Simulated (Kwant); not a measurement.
System: In0.53Ga0.47As/InP stack with 2 barriers. One parabolic valley. Leads of mass 0.041 mₑ with the band edge at 0; grid 0.1 nm; bias swept from 0.01 to 0.375 V, dropping linearly over the stack. Emitter Fermi level 0.032 eV, 77 K, equal in the collector.

| layer | thickness (nm) | band offset (eV) | mass (mₑ) |
|---|---|---|---|
| 1 | 3.1 | 0.25 | 0.08 |
| 2 | 6.4 | 0 | 0.041 |
| 3 | 3.1 | 0.25 | 0.08 |

The device is made up for the run: typed textbook-type constants, with dimensions and the other settings drawn at random.

Computed with Kwant: one-band effective-mass tight-binding model in one dimension, coherent, no space charge, current by the Tsu-Esaki formula.

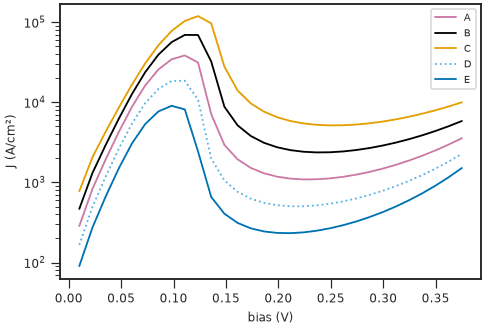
J (A/cm²) of 5 runs

```
bias (V)      A      B       C      D     E
--------  -----  -----  ------  -----  ----
0.01000     285    467     776    166  90.1
0.02259     831   1310    2060    495   274
0.04776    4280   6270    8620   2650  1510
0.07293   16300  23900   30800   9790  5360
0.08552   25800  39400   51700  14700  7710
0.1107    38600  69600  104000  18600  8170
0.1359     7150  32400   97100   1990   658
0.1484     2940   8820   27900   1060   407
0.1736     1520   3800    9700    627   267
0.1988     1180   2750    6520    519   234
0.2240     1090   2420    5460    504   238
0.2366     1090   2370    5240    517   250
0.2617     1180   2440    5180    580   292
0.2869     1350   2690    5480    699   369
0.2995     1490   2890    5760    787   426
0.3247     1880   3470    6620   1050   599
0.3498     2510   4390    7970   1490   912
0.3750     3570   5850   10000   2280  1510
```

Task: Column A is the base. The others each differ by one change: thickness of the first barrier 3.1 → 1.9 nm; thickness of the first barrier 3.1 → 2.5 nm; thickness of the first barrier 3.1 → 3.7 nm; thickness of the first barrier 3.1 → 4.3 nm. Which is which?

Result: B: thickness of the first barrier 3.1 → 2.5 nm; C: thickness of the first barrier 3.1 → 1.9 nm; D: thickness of the first barrier 3.1 → 3.7 nm; E: thickness of the first barrier 3.1 → 4.3 nm.
